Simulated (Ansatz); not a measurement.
# Run report: SiPH₇O, nudged elastic band (part 1 of 2)

SiPH₇O, computed with RKS LDA/6-31G* (Ansatz 0.2.0).

The run did not end well. It belongs to a series of runs on one base structure; here: band between the two ends.

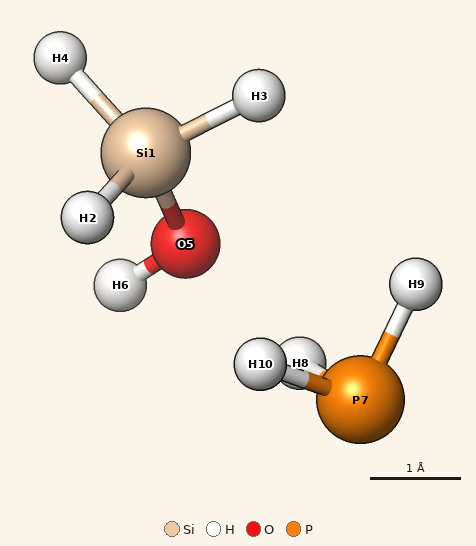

Fig. 1: The starting structure (ball-and-stick view, seen at a tilt; atoms are numbered from 1 in the order of the input). Bond lengths as drawn: H–O 0.98 Å, H–P 1.44 Å, H–Si 1.49 to 1.51 Å and O–Si 1.67 Å.

## Input
```yaml
crystal:
  periodic: [false, false, false]
  atoms:
    - { symbol: Si, position_ang: [-0.251539, 0.134456, -0.076693] }
    - { symbol: H, position_ang: [-0.134089, 0.321505, 1.412976] }
    - { symbol: H, position_ang: [1.111859, 0.158372, -0.689451] }
    - { symbol: H, position_ang: [-1.064906, 1.282807, -0.613487] }
    - { symbol: O, position_ang: [-0.910465, -1.336344, -0.496635] }
    - { symbol: H, position_ang: [-1.829944, -1.487473, -0.204627] }
    - { symbol: P, position_ang: [1.789313, -2.808791, 1.348399] }
    - { symbol: H, position_ang: [0.584377, -2.581275, 0.584786] }
    - { symbol: H, position_ang: [2.58195, -2.069087, 0.40244] }
    - { symbol: H, position_ang: [1.554446, -1.631672, 2.144693] }
basis:
  gaussian: { orbitals: "6-31G*" }
hamiltonian:
  xc: lda
neb:
  order_check: false
  images: 7
  f_tol: 0.05
  max_iterations: 60
  final_atoms:
    - { symbol: Si, position_ang: [0.2468802, -0.45500832, -0.48622237] }
    - { symbol: H, position_ang: [0.2219472, -0.10343431, 2.59155976] }
    - { symbol: H, position_ang: [0.93134227, 0.27241267, -1.59944366] }
    - { symbol: H, position_ang: [-0.21977414, 0.53185076, 0.55579617] }
    - { symbol: O, position_ang: [-1.02596287, -1.22828379, -1.22336122] }
    - { symbol: H, position_ang: [-1.61975444, -1.74103311, -0.64158602] }
    - { symbol: P, position_ang: [1.80043566, -1.72170276, 0.53010545] }
    - { symbol: H, position_ang: [0.85680462, -2.45974448, 1.32767175] }
    - { symbol: H, position_ang: [1.82797061, -2.70945397, -0.51519191] }
    - { symbol: H, position_ang: [0.41111288, -0.40310469, 3.27307306] }
  initial_path:
    images:
      - { positions_ang: [[-0.251539, 0.134456, -0.076693], [-0.134089, 0.321505, 1.412976], [1.111859, 0.158372, -0.689451], [-1.064906, 1.282807, -0.613487], [-0.910465, -1.336344, -0.496635], [-1.829944, -1.487473, -0.204627], [1.789313, -2.808791, 1.348399], [0.584377, -2.581275, 0.584786], [2.58195, -2.069087, 0.40244], [1.554446, -1.631672, 2.144693]] }
      - { positions_ang: [[-0.1900253, 0.10030563, -0.05768351], [-0.09539163, 0.24315089, 1.51201365], [1.17492876, 0.11752894, -0.64376671], [-0.97371748, 1.25874006, -0.58101145], [-0.88404554, -1.34628943, -0.50767331], [-1.68449916, -1.57493392, -0.09331328], [1.66701054, -2.59744122, 1.20470927], [0.56382582, -2.71937733, 0.60681159], [2.5511449, -2.07940407, 0.29333303], [1.3017711, -1.41978156, 2.07898172]] }
      - { positions_ang: [[-0.1285116, 0.06615527, -0.03867402], [-0.05669426, 0.16479679, 1.6110513], [1.23799851, 0.07668588, -0.59808241], [-0.88252895, 1.23467312, -0.5485359], [-0.85762608, -1.35623486, -0.51871162], [-1.53905432, -1.66239483, 0.01800044], [1.54470808, -2.38609144, 1.06101954], [0.54327463, -2.85747965, 0.62883717], [2.52033979, -2.08972114, 0.18422606], [1.0490962, -1.20789112, 2.01327043]] }
      - { positions_ang: [[-0.0669979, 0.0320049, -0.01966453], [-0.01799689, 0.08644268, 1.71008896], [1.30106827, 0.03584282, -0.55239812], [-0.79134043, 1.21060618, -0.51606034], [-0.83120662, -1.3661803, -0.52974993], [-1.39360948, -1.74985575, 0.12931416], [1.42240561, -2.17474165, 0.9173298], [0.52272345, -2.99558198, 0.65086276], [2.48953469, -2.10003822, 0.0751191], [0.7964213, -0.99600069, 1.94755915]] }
      - { positions_ang: [[-0.0054842, -0.00214546, -0.00065504], [0.02070048, 0.00808858, 1.80912661], [1.36413803, -0.00500024, -0.50671383], [-0.70015191, 1.18653924, -0.48358479], [-0.80478717, -1.37612573, -0.54078824], [-1.24816464, -1.83731666, 0.24062788], [1.30010315, -1.96339187, 0.77364007], [0.50217227, -3.13368431, 0.67288835], [2.45872959, -2.11035529, -0.03398787], [0.54374641, -0.78411025, 1.88184787]] }
      - { positions_ang: [[0.0576069, -0.11536118, -0.12204688], [0.07101216, -0.01979215, 2.00473489], [1.25593909, 0.06435299, -0.77989628], [-0.58005747, 1.02286712, -0.22373955], [-0.86008109, -1.33916524, -0.71143148], [-1.34106209, -1.81324578, 0.0200744], [1.42518628, -1.90296959, 0.71275641], [0.59083036, -2.96519935, 0.8365842], [2.30103984, -2.26012996, -0.15428888], [0.51058802, -0.68885886, 2.22965417]] }
      - { positions_ang: [[0.120698, -0.22857689, -0.24343871], [0.12132384, -0.04767287, 2.20034318], [1.14774015, 0.13370621, -1.05307874], [-0.45996302, 0.859195, 0.03610569], [-0.91537502, -1.30220476, -0.88207473], [-1.43395954, -1.78917489, -0.20047907], [1.55026941, -1.84254731, 0.65187276], [0.67948844, -2.79671439, 1.00028005], [2.1433501, -2.40990463, -0.27458989], [0.47742964, -0.59360747, 2.57746046]] }
      - { positions_ang: [[0.1837891, -0.3417926, -0.36483054], [0.17163552, -0.07555359, 2.39595147], [1.03954121, 0.20305944, -1.3262612], [-0.33986858, 0.69552288, 0.29595093], [-0.97066894, -1.26524428, -1.05271798], [-1.52685699, -1.765104, -0.42103255], [1.67535254, -1.78212503, 0.5909891], [0.76814653, -2.62822943, 1.1639759], [1.98566036, -2.5596793, -0.3948909], [0.44427126, -0.49835608, 2.92526676]] }
      - { positions_ang: [[0.2468802, -0.45500832, -0.48622237], [0.2219472, -0.10343431, 2.59155976], [0.93134227, 0.27241267, -1.59944366], [-0.21977414, 0.53185076, 0.55579617], [-1.02596287, -1.22828379, -1.22336122], [-1.61975444, -1.74103311, -0.64158602], [1.80043566, -1.72170276, 0.53010545], [0.85680462, -2.45974448, 1.32767175], [1.82797061, -2.70945397, -0.51519191], [0.41111288, -0.40310469, 3.27307306]] }
```

Run on 1 thread of Arm Neoverse V1, 24 GiB of memory available, shared host.

Command:
```bash
ansatz run input.yaml --threads 1 --pin off --max-ram 2048MiB --backend cpu --events-out ev --progress --plain --runs-dir out
```

## What the program printed
```
Engine: ansatz 0.2.0, aarch64-unknown-linux-gnu
Functional definition: SPW92
  exchange = slater_x
  correlation = pw_c
875 factors; their error is unknown
mean field evaluation 1: about -19238.4075 eV, gradient 5.3e1 eV
mean field evaluation 2: about -19213.2587 eV, gradient 1.2e2 eV
mean field evaluation 4: about -19243.5960 eV, gradient 4.8e0 eV
mean field evaluation 8: about -19243.6700 eV, gradient 5.7e-2 eV
mean field evaluation 16: about -19243.6174 eV, gradient 5.0e-5 eV
mean field -19243.61739024 eV, -707.1898952991 hartree, gradient 5.0e-5 eV, S^2 0.000000; 0 other end points of the search recorded, 0 dependent functions left out
the calculation of the forces begins
reference -19243.61742575 eV, -707.1898966039 hartree; 22, 22 occupied and 45, 45 virtual orbitals, 875 factors
875 factors; their error is unknown
mean field evaluation 32: about -19243.6919 eV, gradient 7.1e-5 eV
mean field -19243.69189032 eV, -707.1926331264 hartree, gradient 7.1e-5 eV, S^2 0.000000; 0 other end points of the search recorded, 0 dependent functions left out
[... from here on the field's lines of each further geometry are left out, up to the last ...]
NEB iter   1: max|band force component| = 7.415e0 eV/Å  barrier→ = 4.1951 eV  barrier← = 4.2696 eV  Δτ_max = 0.2000 Å  (244 SCF iters)
NEB iter   2: max|band force component| = 3.892e0 eV/Å  barrier→ = 3.1296 eV  barrier← = 3.2041 eV  Δτ_max = 0.2000 Å  (210 SCF iters)
NEB iter   3: max|band force component| = 1.411e0 eV/Å  barrier→ = 2.5260 eV  barrier← = 2.6005 eV  Δτ_max = 0.1999 Å  (199 SCF iters)
NEB iter   4: max|band force component| = 1.034e0 eV/Å  barrier→ = 1.9664 eV  barrier← = 2.0409 eV  Δτ_max = 0.1947 Å  (190 SCF iters)
NEB iter   5: max|band force component| = 1.308e0 eV/Å  barrier→ = 2.1970 eV  barrier← = 2.2715 eV  Δτ_max = 0.1005 Å  (196 SCF iters)
NEB iter   6: max|band force component| = 7.596e-1 eV/Å  barrier→ = 2.1892 eV  barrier← = 2.2637 eV  Δτ_max = 0.1007 Å  (185 SCF iters)
NEB iter   7: max|band force component| = 5.937e-1 eV/Å  barrier→ = 2.1705 eV  barrier← = 2.2450 eV  Δτ_max = 0.0998 Å  (184 SCF iters)
NEB iter   8: max|band force component| = 4.451e-1 eV/Å  barrier→ = 2.1515 eV  barrier← = 2.2260 eV  CI = image 4  Δτ_max = 0.0999 Å  (182 SCF iters)
NEB iter   9: max|band force component| = 4.539e-1 eV/Å  barrier→ = 2.1888 eV  barrier← = 2.2633 eV  CI = image 4  Δτ_max = 0.0501 Å  (179 SCF iters)
NEB iter  10: max|band force component| = 2.938e-1 eV/Å  barrier→ = 2.2081 eV  barrier← = 2.2826 eV  CI = image 4  Δτ_max = 0.0504 Å  (179 SCF iters)
NEB iter  11: max|band force component| = 2.783e-1 eV/Å  barrier→ = 2.2133 eV  barrier← = 2.2878 eV  CI = image 4  Δτ_max = 0.0501 Å  (179 SCF iters)
NEB iter  12: max|band force component| = 1.328e-1 eV/Å  barrier→ = 2.2117 eV  barrier← = 2.2862 eV  CI = image 4  Δτ_max = 0.0999 Å  (180 SCF iters)
NEB iter  13: max|band force component| = 3.023e-1 eV/Å  barrier→ = 2.2070 eV  barrier← = 2.2815 eV  CI = image 4  Δτ_max = 0.0499 Å  (180 SCF iters)
NEB iter  14: max|band force component| = 1.919e-1 eV/Å  barrier→ = 2.1984 eV  barrier← = 2.2729 eV  CI = image 4  Δτ_max = 0.0501 Å  (181 SCF iters)
NEB iter  15: max|band force component| = 3.026e-1 eV/Å  barrier→ = 2.1838 eV  barrier← = 2.2583 eV  CI = image 4  Δτ_max = 0.0502 Å  (182 SCF iters)
NEB iter  16: max|band force component| = 4.219e-1 eV/Å  barrier→ = 2.1582 eV  barrier← = 2.2327 eV  CI = image 4  Δτ_max = 0.0501 Å  (176 SCF iters)
NEB iter  17: max|band force component| = 5.631e-1 eV/Å  barrier→ = 2.1134 eV  barrier← = 2.1879 eV  CI = image 4  Δτ_max = 0.1009 Å  (182 SCF iters)
NEB iter  18: max|band force component| = 7.698e-1 eV/Å  barrier→ = 2.0167 eV  barrier← = 2.0912 eV  CI = image 4  Δτ_max = 0.0503 Å  (174 SCF iters)
NEB iter  19: max|band force component| = 6.101e-1 eV/Å  barrier→ = 2.0748 eV  barrier← = 2.1493 eV  CI = image 4  Δτ_max = 0.1000 Å  (174 SCF iters)
NEB iter  20: max|band force component| = 2.972e-1 eV/Å  barrier→ = 2.1095 eV  barrier← = 2.1840 eV  CI = image 4  Δτ_max = 0.1078 Å  (177 SCF iters)
NEB iter  21: max|band force component| = 2.036e-1 eV/Å  barrier→ = 2.0966 eV  barrier← = 2.1711 eV  CI = image 4  Δτ_max = 0.1462 Å  (175 SCF iters)
NEB iter  22: max|band force component| = 6.570e-1 eV/Å  barrier→ = 2.0883 eV  barrier← = 2.1628 eV  CI = image 4  Δτ_max = 0.0757 Å  (180 SCF iters)
NEB iter  23: max|band force component| = 1.334e-1 eV/Å  barrier→ = 2.0796 eV  barrier← = 2.1541 eV  CI = image 4  Δτ_max = 0.1467 Å  (176 SCF iters)
NEB iter  24: max|band force component| = 1.548e-1 eV/Å  barrier→ = 2.0622 eV  barrier← = 2.1367 eV  CI = image 4  Δτ_max = 0.0745 Å  (177 SCF iters)
NEB iter  25: max|band force component| = 1.865e-1 eV/Å  barrier→ = 2.0458 eV  barrier← = 2.1203 eV  CI = image 4  Δτ_max = 0.0745 Å  (176 SCF iters)
NEB iter  26: max|band force component| = 2.700e-1 eV/Å  barrier→ = 2.0264 eV  barrier← = 2.1009 eV  CI = image 4  Δτ_max = 0.0746 Å  (174 SCF iters)
NEB iter  27: max|band force component| = 3.540e-1 eV/Å  barrier→ = 2.0063 eV  barrier← = 2.0808 eV  CI = image 4  Δτ_max = 0.1489 Å  (177 SCF iters)
NEB iter  28: max|band force component| = 3.162e-1 eV/Å  barrier→ = 1.9843 eV  barrier← = 2.0588 eV  CI = image 4  Δτ_max = 0.1486 Å  (179 SCF iters)
NEB iter  29: max|band force component| = 2.513e-1 eV/Å  barrier→ = 1.9534 eV  barrier← = 2.0279 eV  CI = image 4  Δτ_max = 0.0747 Å  (179 SCF iters)
NEB iter  30: max|band force component| = 3.775e-1 eV/Å  barrier→ = 1.9289 eV  barrier← = 2.0034 eV  CI = image 4  Δτ_max = 0.0373 Å  (183 SCF iters)
NEB iter  31: max|band force component| = 3.742e-1 eV/Å  barrier→ = 1.9275 eV  barrier← = 2.0020 eV  CI = image 4  Δτ_max = 0.0746 Å  (178 SCF iters)
NEB iter  32: max|band force component| = 3.616e-1 eV/Å  barrier→ = 1.9370 eV  barrier← = 2.0115 eV  CI = image 4  Δτ_max = 0.1490 Å  (177 SCF iters)
NEB iter  33: max|band force component| = 2.310e-1 eV/Å  barrier→ = 1.9407 eV  barrier← = 2.0152 eV  CI = image 4  Δτ_max = 0.1601 Å  (177 SCF iters)
NEB iter  34: max|band force component| = 5.918e-1 eV/Å  barrier→ = 1.8773 eV  barrier← = 1.9518 eV  CI = image 4  Δτ_max = 0.0822 Å  (175 SCF iters)
NEB iter  35: max|band force component| = 1.481e-1 eV/Å  barrier→ = 1.9285 eV  barrier← = 2.0030 eV  CI = image 4  Δτ_max = 0.0486 Å  (172 SCF iters)
NEB iter  36: max|band force component| = 9.399e-2 eV/Å  barrier→ = 1.9249 eV  barrier← = 1.9994 eV  CI = image 4  Δτ_max = 0.0417 Å  (179 SCF iters)
NEB iter  37: max|band force component| = 1.009e-1 eV/Å  barrier→ = 1.9209 eV  barrier← = 1.9954 eV  CI = image 4  Δτ_max = 0.0209 Å  (180 SCF iters)
NEB iter  38: max|band force component| = 9.582e-2 eV/Å  barrier→ = 1.9178 eV  barrier← = 1.9923 eV  CI = image 4  Δτ_max = 0.0209 Å  (181 SCF iters)
NEB iter  39: max|band force component| = 1.018e-1 eV/Å  barrier→ = 1.9145 eV  barrier← = 1.9890 eV  CI = image 4  Δτ_max = 0.0421 Å  (175 SCF iters)
NEB iter  40: max|band force component| = 8.757e-2 eV/Å  barrier→ = 1.9107 eV  barrier← = 1.9852 eV  CI = image 4  Δτ_max = 0.0839 Å  (178 SCF iters)
NEB iter  41: max|band force component| = 1.550e-1 eV/Å  barrier→ = 1.9088 eV  barrier← = 1.9833 eV  CI = image 4  Δτ_max = 0.0419 Å  (178 SCF iters)
NEB iter  42: max|band force component| = 2.952e-1 eV/Å  barrier→ = 1.9083 eV  barrier← = 1.9828 eV  CI = image 4  Δτ_max = 0.0208 Å  (174 SCF iters)
NEB iter  43: max|band force component| = 3.236e-1 eV/Å  barrier→ = 1.8951 eV  barrier← = 1.9696 eV  CI = image 4  Δτ_max = 0.0416 Å  (172 SCF iters)
NEB iter  44: max|band force component| = 4.556e-1 eV/Å  barrier→ = 1.8811 eV  barrier← = 1.9556 eV  CI = image 4  Δτ_max = 0.0828 Å  (175 SCF iters)
NEB iter  45: max|band force component| = 6.701e-1 eV/Å  barrier→ = 1.8645 eV  barrier← = 1.9390 eV  CI = image 4  Δτ_max = 0.0990 Å  (174 SCF iters)
NEB iter  46: max|band force component| = 9.485e-1 eV/Å  barrier→ = 1.8903 eV  barrier← = 1.9648 eV  CI = image 4  Δτ_max = 0.1674 Å  (165 SCF iters)
NEB iter  47: max|band force component| = 9.174e-1 eV/Å  barrier→ = 2.0712 eV  barrier← = 2.1457 eV  CI = image 4  Δτ_max = 0.1657 Å  (180 SCF iters)
NEB iter  48: max|band force component| = 8.304e-1 eV/Å  barrier→ = 2.0803 eV  barrier← = 2.1548 eV  CI = image 4  Δτ_max = 0.1974 Å  (180 SCF iters)
NEB iter  49: max|band force component| = 1.432e0 eV/Å  barrier→ = 2.1928 eV  barrier← = 2.2673 eV  CI = image 4  Δτ_max = 0.1967 Å  (181 SCF iters)
NEB iter  50: max|band force component| = 1.606e0 eV/Å  barrier→ = 2.2979 eV  barrier← = 2.3724 eV  CI = image 4  Δτ_max = 0.2000 Å  (182 SCF iters)
NEB iter  51: max|band force component| = 1.985e0 eV/Å  barrier→ = 2.3464 eV  barrier← = 2.4209 eV  CI = image 4  Δτ_max = 0.1954 Å  (177 SCF iters)
NEB iter  52: max|band force component| = 2.498e0 eV/Å  barrier→ = 1.7645 eV  barrier← = 1.8390 eV  CI = image 4  Δτ_max = 0.2000 Å  (184 SCF iters)
NEB iter  53: max|band force component| = 2.527e0 eV/Å  barrier→ = 1.2071 eV  barrier← = 1.2816 eV  CI = image 4  Δτ_max = 0.1953 Å  (176 SCF iters)
NEB iter  54: max|band force component| = 2.194e0 eV/Å  barrier→ = 1.0420 eV  barrier← = 1.1165 eV  CI = image 4  Δτ_max = 0.2000 Å  (168 SCF iters)
NEB iter  55: max|band force component| = 2.461e0 eV/Å  barrier→ = 1.4921 eV  barrier← = 1.5666 eV  CI = image 4  Δτ_max = 0.2000 Å  (178 SCF iters)
NEB iter  56: max|band force component| = 1.673e0 eV/Å  barrier→ = 1.4165 eV  barrier← = 1.4910 eV  CI = image 4  Δτ_max = 0.1975 Å  (174 SCF iters)
NEB iter  57: max|band force component| = 1.737e0 eV/Å  barrier→ = 1.5370 eV  barrier← = 1.6115 eV  CI = image 4  Δτ_max = 0.2000 Å  (179 SCF iters)
NEB iter  58: max|band force component| = 1.546e0 eV/Å  barrier→ = 1.8868 eV  barrier← = 1.9613 eV  CI = image 4  Δτ_max = 0.2000 Å  (178 SCF iters)
NEB iter  59: max|band force component| = 2.206e0 eV/Å  barrier→ = 2.3463 eV  barrier← = 2.4208 eV  CI = image 4  Δτ_max = 0.1995 Å  (180 SCF iters)
the calculation of the forces begins
reference -19243.67511223 eV, -707.1920165430 hartree; 22, 22 occupied and 45, 45 virtual orbitals, 875 factors
these checks for a lower state are left out or cut short: starts, cluster_reference, orbital_swaps, neighbouring_geometries, increment
875 factors; their error is unknown
mean field -19243.68110013 eV, -707.1922365942 hartree, gradient 1.8e-5 eV, S^2 0.000000; 0 other end points of the search recorded, 0 dependent functions left out
the calculation of the forces begins
reference -19243.68113469 eV, -707.1922378644 hartree; 22, 22 occupied and 45, 45 virtual orbitals, 875 factors
NEB iter  60: max|band force component| = 1.301e0 eV/Å  barrier→ = 2.3346 eV  barrier← = 2.4091 eV  CI = image 4  Δτ_max = 0.2000 Å  (180 SCF iters)
```
